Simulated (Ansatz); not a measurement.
Nudged elastic band, with input and output: ZnH2ClO2

System: ZnH2ClO2, multiplicity 2.
Method: UKS B3LYP/def2-SVP (Ansatz 0.2.0).

The run did not end well. It belongs to a series of runs on one base structure; here: band between the two ends.

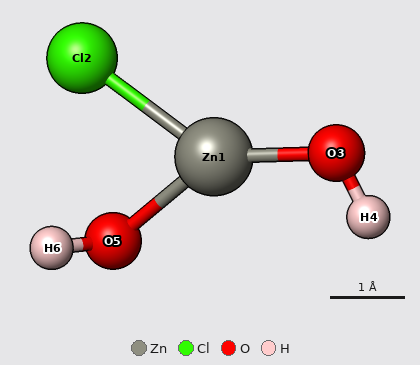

Figure 1. The structure as given in the input (ball-and-stick view, seen at a tilt; atoms are numbered from 1 in the order of the input). Sticks mark near contacts. Bond lengths as drawn: Cl–Zn 2.28 Å, H–O 0.97 Å and O–Zn 1.79 to 1.96 Å.

What the run reported

| quantity | value |
| --- | --- |
| outcome | not converged |
| barrier, forward (band not converged) | 0.776 eV |
| barrier, backward | 0.776 eV |
| hardware | 2 threads of Arm Neoverse V1, 24 GiB of memory available, shared host |
| wall time | 17 min (CPU time 33 min) |
| peak memory | 0.36 GiB |

Diagnosis

The run did not converge: “NEB band did not converge after 22 iterations: max|band force component| = 2.50e-1 eV/Å (threshold 5.0e-2); raise `neb.max_iterations` in a new run, which can start from the last band evaluated (`neb.initial_path`, with `crystal.atoms` and `neb.final_atoms` set to its first and last images), add images, or start from endpoints closer to local minima …” Its last values are not results.

Input
```yaml
crystal:
  periodic: [false, false, false]
  atoms:
    - { symbol: Zn, position_ang: [-0.07987, -0.085968, 0.928521] }
    - { symbol: Cl, position_ang: [-0.129365, 1.752847, 2.272189] }
    - { symbol: O, position_ang: [0.130569, -0.579728, -0.780007] }
    - { symbol: H, position_ang: [0.036516, -1.534324, -0.901692] }
    - { symbol: O, position_ang: [-0.46432, -0.709052, 2.750801] }
    - { symbol: H, position_ang: [0.246769, -0.562275, 3.400189] }
magnetization:
  spin_polarized: true
  initial_magnetization: 1
basis:
  gaussian: { orbitals: def2-SVP }
hamiltonian:
  xc: b3lyp
neb:
  order_check: false
  images: 7
  f_tol: 0.05
  max_iterations: 22
  final_atoms:
    - { symbol: Zn, position_ang: [0.00733377, -0.08812935, 0.93232943] }
    - { symbol: Cl, position_ang: [-0.09039986, 1.75357363, 2.272059] }
    - { symbol: O, position_ang: [-0.08049485, -0.5841823, -0.78545857] }
    - { symbol: H, position_ang: [0.07106047, -1.5311749, -0.90464445] }
    - { symbol: O, position_ang: [0.29479824, -0.69518642, 2.77728268] }
    - { symbol: H, position_ang: [-0.46199877, -0.57340066, 3.37843292] }
  initial_path:
    images:
      - { positions_ang: [[-0.07987, -0.085968, 0.928521], [-0.129365, 1.752847, 2.272189], [0.130569, -0.579728, -0.780007], [0.036516, -1.534324, -0.901692], [-0.46432, -0.709052, 2.750801], [0.246769, -0.562275, 3.400189]] }
      - { positions_ang: [[-0.0925369, -0.12618593, 0.68916527], [-0.11692212, 1.36922075, 2.308324], [0.05613672, -0.58010787, -1.03175677], [0.12472174, -1.50081567, -1.17277511], [-0.35847126, -0.38893106, 3.13136357], [0.12737082, -0.49168022, 3.74568004]] }
      - { positions_ang: [[-0.10520381, -0.16640386, 0.44980954], [-0.10447924, 0.9855945, 2.344459], [-0.01829555, -0.58048774, -1.28350654], [0.21292748, -1.46730733, -1.44385822], [-0.25262252, -0.06881012, 3.51192614], [0.00797264, -0.42108544, 4.09117108]] }
      - { positions_ang: [[-0.11787071, -0.20662179, 0.21045381], [-0.09203636, 0.60196825, 2.38059401], [-0.09272783, -0.58086761, -1.53525631], [0.30113322, -1.433799, -1.71494133], [-0.14677378, 0.25131081, 3.89248871], [-0.11142554, -0.35049067, 4.43666212]] }
      - { positions_ang: [[-0.13053761, -0.24683973, -0.02890192], [-0.07959348, 0.218342, 2.41672901], [-0.16716011, -0.58124748, -1.78700609], [0.38933896, -1.40029067, -1.98602444], [-0.04092504, 0.57143175, 4.27305128], [-0.23082372, -0.27989589, 4.78215316]] }
      - { positions_ang: [[-0.09606977, -0.20716213, 0.21140592], [-0.08229507, 0.60214991, 2.38056151], [-0.14549379, -0.58198118, -1.53661921], [0.30976934, -1.43301173, -1.71567944], [0.04300578, 0.25477721, 3.89910913], [-0.28861749, -0.35327208, 4.4312231]] }
      - { positions_ang: [[-0.06160192, -0.16748454, 0.45171375], [-0.08499667, 0.98595782, 2.344394], [-0.12382748, -0.58271489, -1.28623233], [0.23019972, -1.46573278, -1.44533444], [0.1269366, -0.06187733, 3.52516698], [-0.34641125, -0.42664828, 4.08029304]] }
      - { positions_ang: [[-0.02713408, -0.12780694, 0.69202159], [-0.08769827, 1.36976573, 2.3082265], [-0.10216116, -0.5834486, -1.03584545], [0.15063009, -1.49845384, -1.17498944], [0.21086742, -0.37853188, 3.15122483], [-0.40420501, -0.50002447, 3.72936298]] }
      - { positions_ang: [[0.00733377, -0.08812935, 0.93232943], [-0.09039986, 1.75357363, 2.272059], [-0.08049485, -0.5841823, -0.78545857], [0.07106047, -1.5311749, -0.90464445], [0.29479824, -0.69518642, 2.77728268], [-0.46199877, -0.57340066, 3.37843292]] }
```

Launch command:
```bash
ansatz run input.yaml --threads 2 --pin off --max-ram 3072MiB --backend cpu --events-out ev --progress --plain --runs-dir out
```

The program's output
```
Engine: ansatz 0.2.0, aarch64-unknown-linux-gnu
Functional definition: B3LYP
  parameter a0 = 0.2
  parameter ax = 0.72
  parameter ac = 0.81
  exchange = (1 - a0 - ax)*slater_x + ax*b88_x + a0*exact_x
  correlation = (1 - ac)*vwn_rpa_c + ac*lyp_c
881 factors; integrals over basis functions are off by at most 3.0e-4 eV
mean field evaluation 1: about -65043.5115 eV, gradient 6.0e1 eV
mean field evaluation 2: about -64986.4322 eV, gradient 1.3e2 eV
mean field evaluation 4: about -65056.0771 eV, gradient 1.0e1 eV
mean field evaluation 8: about -65056.4536 eV, gradient 2.7e-1 eV
mean field evaluation 16: about -65056.5265 eV, gradient 7.3e-4 eV
mean field -65056.52653462 eV, -2390.7832532499 hartree, gradient 4.0e-5 eV, S^2 0.754755; 2 other end points of the search recorded, 0 dependent functions left out
the calculation of the forces begins
reference -65056.52676979 eV, -2390.7832618922 hartree; 33, 32 occupied and 54, 55 virtual orbitals, 881 factors
881 factors; integrals over basis functions are off by at most 4.6e-4 eV
mean field evaluation 32: about -65056.4480 eV, gradient 1.0e0 eV
mean field -65056.52653528 eV, -2390.7832532741 hartree, gradient 3.9e-5 eV, S^2 0.754757; 2 other end points of the search recorded, 0 dependent functions left out
[... from here on the field's lines of each further geometry are left out, up to the last ...]
NEB iter   1: max|band force component| = 2.530e1 eV/Å  barrier→ = 7.9768 eV  barrier← = 7.9768 eV  Δτ_max = 0.2000 Å  (597 SCF iters)
NEB iter   2: max|band force component| = 6.825e0 eV/Å  barrier→ = 4.2535 eV  barrier← = 4.2535 eV  Δτ_max = 0.2000 Å  (328 SCF iters)
NEB iter   3: max|band force component| = 5.201e0 eV/Å  barrier→ = 2.7660 eV  barrier← = 2.7660 eV  Δτ_max = 0.1948 Å  (320 SCF iters)
NEB iter   4: max|band force component| = 3.755e0 eV/Å  barrier→ = 1.7741 eV  barrier← = 1.7741 eV  Δτ_max = 0.1955 Å  (323 SCF iters)
NEB iter   5: max|band force component| = 2.843e0 eV/Å  barrier→ = 1.3623 eV  barrier← = 1.3623 eV  Δτ_max = 0.1930 Å  (369 SCF iters)
NEB iter   6: max|band force component| = 3.635e0 eV/Å  barrier→ = 1.0971 eV  barrier← = 1.0971 eV  Δτ_max = 0.0999 Å  (408 SCF iters)
NEB iter   7: max|band force component| = 1.251e0 eV/Å  barrier→ = 0.9896 eV  barrier← = 0.9896 eV  Δτ_max = 0.2000 Å  (431 SCF iters)
NEB iter   8: max|band force component| = 5.560e-1 eV/Å  barrier→ = 0.9460 eV  barrier← = 0.9460 eV  Δτ_max = 0.1971 Å  (476 SCF iters)
NEB iter   9: max|band force component| = 4.122e-1 eV/Å  barrier→ = 0.9199 eV  barrier← = 0.9199 eV  CI = image 3  Δτ_max = 0.1010 Å  (500 SCF iters)
NEB iter  10: max|band force component| = 3.394e-1 eV/Å  barrier→ = 0.8959 eV  barrier← = 0.8959 eV  CI = image 3  Δτ_max = 0.1010 Å  (543 SCF iters)
NEB iter  11: max|band force component| = 3.125e-1 eV/Å  barrier→ = 0.8868 eV  barrier← = 0.8868 eV  CI = image 3  Δτ_max = 0.1002 Å  (504 SCF iters)
NEB iter  12: max|band force component| = 2.599e-1 eV/Å  barrier→ = 0.8854 eV  barrier← = 0.8854 eV  CI = image 3  Δτ_max = 0.0991 Å  (515 SCF iters)
NEB iter  13: max|band force component| = 1.837e-1 eV/Å  barrier→ = 0.8747 eV  barrier← = 0.8747 eV  CI = image 3  Δτ_max = 0.1018 Å  (455 SCF iters)
NEB iter  14: max|band force component| = 1.729e-1 eV/Å  barrier→ = 0.8704 eV  barrier← = 0.8704 eV  CI = image 3  Δτ_max = 0.1019 Å  (659 SCF iters)
NEB iter  15: max|band force component| = 1.551e-1 eV/Å  barrier→ = 0.8606 eV  barrier← = 0.8606 eV  CI = image 3  Δτ_max = 0.1005 Å  (684 SCF iters)
NEB iter  16: max|band force component| = 1.449e-1 eV/Å  barrier→ = 0.8493 eV  barrier← = 0.8493 eV  CI = image 3  Δτ_max = 0.0996 Å  (648 SCF iters)
NEB iter  17: max|band force component| = 1.161e-1 eV/Å  barrier→ = 0.8368 eV  barrier← = 0.8368 eV  CI = image 3  Δτ_max = 0.1015 Å  (640 SCF iters)
NEB iter  18: max|band force component| = 1.042e-1 eV/Å  barrier→ = 0.8204 eV  barrier← = 0.8204 eV  CI = image 3  Δτ_max = 0.1031 Å  (674 SCF iters)
NEB iter  19: max|band force component| = 1.160e-1 eV/Å  barrier→ = 0.8031 eV  barrier← = 0.8031 eV  CI = image 3  Δτ_max = 0.1020 Å  (745 SCF iters)
NEB iter  20: max|band force component| = 1.964e-1 eV/Å  barrier→ = 0.7883 eV  barrier← = 0.7883 eV  CI = image 3  Δτ_max = 0.0502 Å  (592 SCF iters)
NEB iter  21: max|band force component| = 1.572e-1 eV/Å  barrier→ = 0.7820 eV  barrier← = 0.7820 eV  CI = image 3  Δτ_max = 0.0503 Å  (713 SCF iters)
the calculation of the forces begins
reference -65055.89694434 eV, -2390.7601162338 hartree; 33, 32 occupied and 54, 55 virtual orbitals, 881 factors
these checks for a lower state are left out or cut short: starts, cluster_reference, orbital_swaps, neighbouring_geometries, increment
881 factors; integrals over basis functions are off by at most 4.8e-4 eV
mean field -65056.46614241 eV, -2390.7810338769 hartree, gradient 1.9e-5 eV, S^2 0.755658; 0 other end points of the search recorded, 0 dependent functions left out
the calculation of the forces begins
reference -65056.46637778 eV, -2390.7810425268 hartree; 33, 32 occupied and 54, 55 virtual orbitals, 881 factors
NEB iter  22: max|band force component| = 2.502e-1 eV/Å  barrier→ = 0.7762 eV  barrier← = 0.7762 eV  CI = image 3  Δτ_max = 0.0251 Å  (556 SCF iters)
```

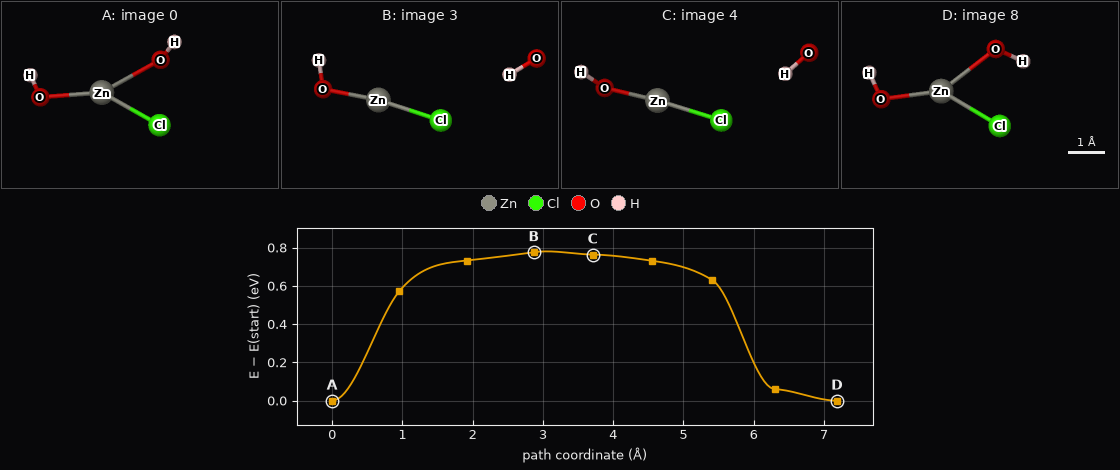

Figure 2. Images of the last band (counted from 0; ball-and-stick, seen at a tilt) above the energy along the path; the line is a cubic interpolation that uses the forces. The highest image is number 3, 0.776 eV above the start and 0.776 eV above the end (the climbing image); start and end have the same energy. The path is 7.19 Å long. The band had not converged after 22 iterations.

```
Unfinished report: {"positions_ang":[[0.10382075934022629,0.03890695746860691,0.1167452200703278],[0.21254727768572385,1.167543893770337,1.9052548656701938],[0.03753482072744273,-0.7127706434333574,-1.48232573787103],[-0.005523985739558085,-1.6752941218176411,-1.531606284891025],[-0.4846909238735039,-0.5308668349378054,4.705377923567932],[-0.1233889481403309,-0.006019261050140127,3.956555023453601]],"unchecked":["starts","cluster_reference","orbital_swaps","neighbouring_geometries","increment"],"mean_field":{"relativity":"none","state":{"energy":{"ev":-65055.75060062769,"hartree":-2390.7547382015277},"converged":true,"gradient_ev":5.21351261763524e-6,"stability":{"kind":"minimum","curvature_ev":0.024906696918661084},"curvature_floor_ev":0.00030000000000000003,"spin_squared":0.7517999307422087},"others":[],"fillings":{"estimated":0,"unestimated":0,"tried":0,"untried":0,"excluded_magnetic_sites":0},"n_dropped_functions":0,"n_trapped_functions":0,"passes":{"evaluations":9,"products":59},"factors":{"origin":"Cholesky decomposition","count":879,"bound_ev":0.0005533212803907179},"gradient_stop_ev":0.00001,"reference_kind":"stationary","functional":{"name":"B3LYP","citations":["Stephens, Devlin, Chabalowski & Frisch, J. Phys. Chem. 98, 11623 (1994) doi:10.1021/j100096a001","Becke, Phys. Rev. A 38, 3098 (1988) doi:10.1103/PhysRevA.38.3098","Lee, Yang & Parr, Phys. Rev. B 37, 785 (1988) doi:10.1103/PhysRevB.37.785","Vosko, Wilk & Nusair, Can. J. Phys. 58, 1200 (1980) doi:10.1139/p80-159"],"text":"name \"B3LYP\"\ncite \"Stephens, Devlin, Chabalowski & Frisch, J. Phys. Chem. 98, 11623 (1994) doi:10.1021/j100096a001\"\ncite \"Becke, Phys. Rev. A 38, 3098 (1988) doi:10.1103/PhysRevA.38.3098\"\ncite \"Lee, Yang & Parr, Phys. Rev. B 37, 785 (1988) doi:10.1103/PhysRevB.37.785\"\ncite \"Vosko, Wilk & Nusair, Can. J. Phys. 58, 1200 (1980) doi:10.1139/p80-159\"\nparameter a0 = 0.2\nparameter ax = 0.72\nparameter ac = 0.81\nexchange = (1 - a0 - ax)*slater_x + ax*b88_x + a0*exact_x\ncorrelation = (1 - ac)*vwn_rpa_c + ac*lyp_c\n","parameters":{"a0":{"value":0.2,"default":0.2},"ac":{"value":0.81,"default":0.81},"ax":{"value":0.72,"default":0.72}},"final_grid":{"core_spheres":13.0,"valence_spheres":11.0,"degree":36.0},"final_grid_parameter_source":"default","radial_points_factor":1.0,"radial_grid_error_ev":6.729326096032238e-7,"grid_sensitivity":"normal","grid_sensitivity_ratio":0.0013437628806248659},"unsmoothed_excess_ev":-0.00024356591743555694,"symmetry":{"irreps":["A"],"axes":[[0.9888143580913906,-0.14867305043813459,0.01193688844427392],[0.14914918651305523,0.9860715795381947,-0.07360271862875449],[-0.0008278857439397618,0.07455980217563364,0.9972162004824858]],"occupied":[{"A":33},{"A":32}]},"held":{"pivots":879,"left_out":2,"joined":0},"density_repulsion":{"missed_ev":0.00002972011232268204,"excess_ev":3.317466111342019e-7,"most_excess_ev":0.0001755,"are_drawn_again":false,"n_first_factors":879,"energy_change_ev":0.0,"n_dropped_ends":0}},"factors":{"origin":"Cholesky decomposition","count":879,"bound_ev":0.0005533212803907179},"n_frozen":0,"n_occupied":[33,32],"n_virtual":[54,55],"reference":{"ev":-65055.75060062769,"hartree":-2390.7547382015277},"total":{"ev":-65055.75060062769,"hartree":-2390.7547382015277},"forces_ev_per_angstrom":[[-0.00874350295667409,-0.1138705990419043,-0.037090936865558165],[0.030728398637956643,0.1007727935618168,0.042760640684972664],[0.00018845158051467552,0.0863286248773458,-0.10126617101813158],[-0.002690495409154053,-0.038953939624570735,0.10033169993639703],[0.007744727829234258,-0.05169855242173521,0.03151474445688085],[-0.02722757966996275,0.017421672654530648,-0.036249977186377784]],"charge_distribution":{"dipole_moment_e_ang":[0.12126671661982336,-0.2046466175754762,-0.511086293095593],"mulliken_charges_e":[0.7143243292822063,-0.31738686963667817,-0.5339127603402094,0.18346543702051032,-0.21026847996814446,0.1637783436422986],"lowdin_charges_e":[0.37421887418256716,-0.08706193644204419,-0.1571172837299173,-0.046712110586253575,0.04043067341374762,-0.12375821683808486]},"n_threads":2,"memory_gib":2.556818182580173,"seconds":{"hamiltonian":8.11311095,"orbitals":0.0,"second_order":0.0,"solver_start":0.0,"cycles":0.0,"cycle":0.0,"perturbative":0.0,"full_ci_increment":0.0,"forces":0.0}}
this run last wrote the band of iteration 22 to [file]
Error: NEB band did not converge after 22 iterations: max|band force component| = 2.50e-1 eV/Å (threshold 5.0e-2); raise `neb.max_iterations` in a new run, which can start from the last band evaluated (`neb.initial_path`, with `crystal.atoms` and `neb.final_atoms` set to its first and last images), add images, or start from endpoints closer to local minima. Where this run's directory can be resumed (`checkpoint.write`), a resume goes on for up to `neb.max_iterations` more; to start a new run from the last band, take its images' positions from the `neb_iteration` event of iteration 22 (`data.images[].positions_ang`), in the event stream of the run that computed that iteration (not this run's, if it was resumed behind it). With `checkpoint.write`, `steps/00-neb/state/checkpoint.json` in the run directory holds the last saved band, under `neb.evaluated.images[].positions_ang` (a band under a hybrid functional on support functions is neither saved nor resumed: `neb.initial_path` says where its path is): check the last entry of `neb.iterations` there, which is earlier than 22 if that iteration was not saved or its write failed. If the band's step has no `state` directory and holds `state.next`, a write was cut short, and the file is under `state.next` instead (behind a loss of power it can be under `state.prev`)
this run wrote the band of iteration 22 to [file] as well, whether or not its events were kept: a new run's `neb.initial_path` can list its `images[].positions_ang`
a run's events are kept only if it was started with --events-out <file>, and are in that file
```

The last band as extended XYZ (Å, eV, eV/Å)
```
6
Properties=species:S:1:pos:R:3:forces:R:3 image=0 energy=-65056.52653
Zn   -0.0799   -0.0860    0.9285   -0.0018  -0.0070   0.0007
Cl   -0.1294    1.7528    2.2722    0.0000   0.0037   0.0022
O     0.1306   -0.5797   -0.7800   -0.0017  -0.0222  -0.0009
H     0.0365   -1.5343   -0.9017    0.0021   0.0231   0.0011
O    -0.4643   -0.7091    2.7508    0.0018   0.0025  -0.0036
H     0.2468   -0.5623    3.4002   -0.0004  -0.0001   0.0005
6
Properties=species:S:1:pos:R:3:forces:R:3 image=1 energy=-65055.95322
Zn    0.0019    0.1022    0.5978   -0.0207  -0.0786   0.1448
Cl   -0.0680    1.5898    2.1373   -0.0280   0.0595   0.0514
O     0.1139   -0.5931   -1.0381    0.0008  -0.0199   0.1208
H    -0.0044   -1.5478   -1.1203   -0.0076  -0.0213   0.0768
O    -0.3535   -0.9430    3.2252   -0.0040   0.1179  -0.4014
H     0.0504   -0.3267    3.8682    0.0594  -0.0576   0.0075
6
Properties=species:S:1:pos:R:3:forces:R:3 image=2 energy=-65055.79365
Zn    0.0894    0.1933    0.2931    0.0014  -0.0168   0.0078
Cl    0.1511    1.5057    1.9657    0.0142   0.0154   0.0087
O     0.1122   -0.6668   -1.2580   -0.0005   0.0178   0.0294
H    -0.0855   -1.6116   -1.2185   -0.0076  -0.0037   0.0413
O    -0.4413   -1.0148    4.0537    0.0288  -0.0149  -0.0183
H    -0.0856   -0.1243    3.8340   -0.0363   0.0022  -0.0689
6
Properties=species:S:1:pos:R:3:forces:R:3 image=3 energy=-65055.75036
Zn    0.1038    0.0389    0.1167   -0.0087  -0.1139  -0.0371
Cl    0.2125    1.1675    1.9053    0.0307   0.1008   0.0428
O     0.0375   -0.7128   -1.4823    0.0002   0.0863  -0.1013
H    -0.0055   -1.6753   -1.5316   -0.0027  -0.0390   0.1003
O    -0.4847   -0.5309    4.7054    0.0077  -0.0517   0.0315
H    -0.1234   -0.0060    3.9566   -0.0272   0.0174  -0.0362
6
Properties=species:S:1:pos:R:3:forces:R:3 image=4 energy=-65055.76262
Zn   -0.1080   -0.0952    0.1784   -0.0008   0.0307   0.0280
Cl   -0.0147    1.2937    1.7834   -0.0040  -0.0025   0.0041
O    -0.3207   -1.2183   -1.1752    0.0244  -0.0159  -0.0130
H     0.4719   -1.3365   -1.7167   -0.0221  -0.0121   0.0087
O    -0.1513   -0.4576    4.7071   -0.0029  -0.0258  -0.0265
H    -0.1369    0.0954    3.8930    0.0054   0.0256  -0.0014
6
Properties=species:S:1:pos:R:3:forces:R:3 image=5 energy=-65055.79484
Zn   -0.2790    0.0278    0.3356   -0.0010   0.0145   0.0209
Cl   -0.5136    1.4829    1.8676   -0.0050   0.0083   0.0204
O    -0.2612   -1.1372   -0.9980    0.0016  -0.0216  -0.0119
H     0.6036   -1.2623   -1.4111    0.0052  -0.0103   0.0102
O     0.2379   -0.8152    4.1864    0.0005  -0.0240  -0.0569
H    -0.0476   -0.0145    3.6895   -0.0013   0.0330   0.0174
6
Properties=species:S:1:pos:R:3:forces:R:3 image=6 energy=-65055.89671
Zn   -0.1773    0.0464    0.6133    0.0254  -0.0427   0.0438
Cl   -0.2961    1.6798    1.9884   -0.0119   0.0539   0.0351
O    -0.2955   -0.9981   -0.8251   -0.0295  -0.0037   0.1246
H     0.5459   -1.2724   -1.2125    0.0241  -0.0024   0.0610
O     0.1713   -1.0299    3.4516   -0.0070  -0.0134  -0.1964
H    -0.2080   -0.1442    3.6543   -0.0011   0.0082  -0.0681
6
Properties=species:S:1:pos:R:3:forces:R:3 image=7 energy=-65056.46614
Zn   -0.1043   -0.1850    0.9812   -0.0144  -0.1885  -0.2511
Cl    0.0197    1.7212    2.1314    0.0352   0.1366   0.0646
O    -0.3546   -0.9245   -0.6407    0.0029   0.0058   0.0903
H     0.4470   -1.1450   -1.1340   -0.0155   0.0553   0.0664
O     0.0625   -0.8518    2.8017   -0.0090   0.0961   0.0981
H    -0.3300   -0.3335    3.5303    0.0007  -0.1053  -0.0684
6
Properties=species:S:1:pos:R:3:forces:R:3 image=8 energy=-65056.52653
Zn    0.0073   -0.0881    0.9323    0.0023   0.0028   0.0190
Cl   -0.0904    1.7536    2.2721   -0.0009  -0.0022  -0.0004
O    -0.0805   -0.5842   -0.7855    0.0013  -0.0034  -0.0113
H     0.0711   -1.5312   -0.9046   -0.0020  -0.0005  -0.0008
O     0.2948   -0.6952    2.7773   -0.0027   0.0032  -0.0053
H    -0.4620   -0.5734    3.3784    0.0019   0.0000  -0.0012
```
